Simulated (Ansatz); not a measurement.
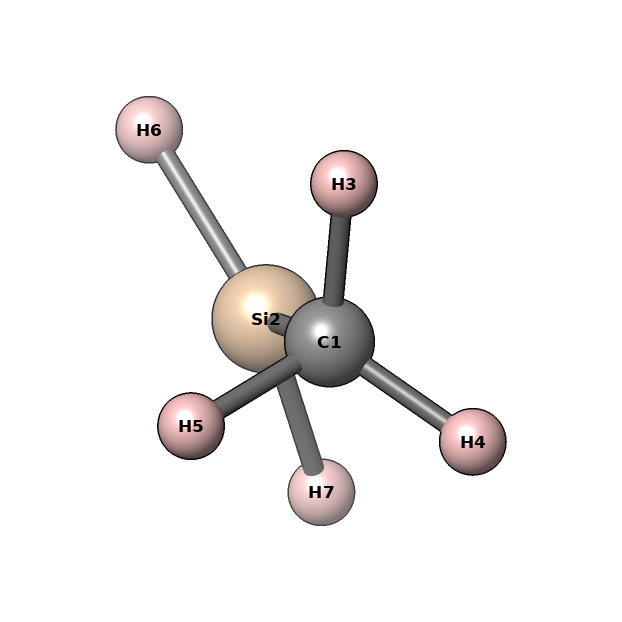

Si2 lies behind C1. The molecule seen a little off the C1–Si2 bond, C1 in front. Depth is shown by fading: the farther an atom, the more it takes the colour of the background. State: charge +1, singlet. The computed structure is the end point of a PBE0-D4/def2-TZVP optimisation. No frequency run is at hand to confirm it as a minimum.

What is the torsion angle H3–C1–Si2–H6? The sign is positive where the front bond must turn clockwise to cover the back bond.

−27°, synperiplanar.
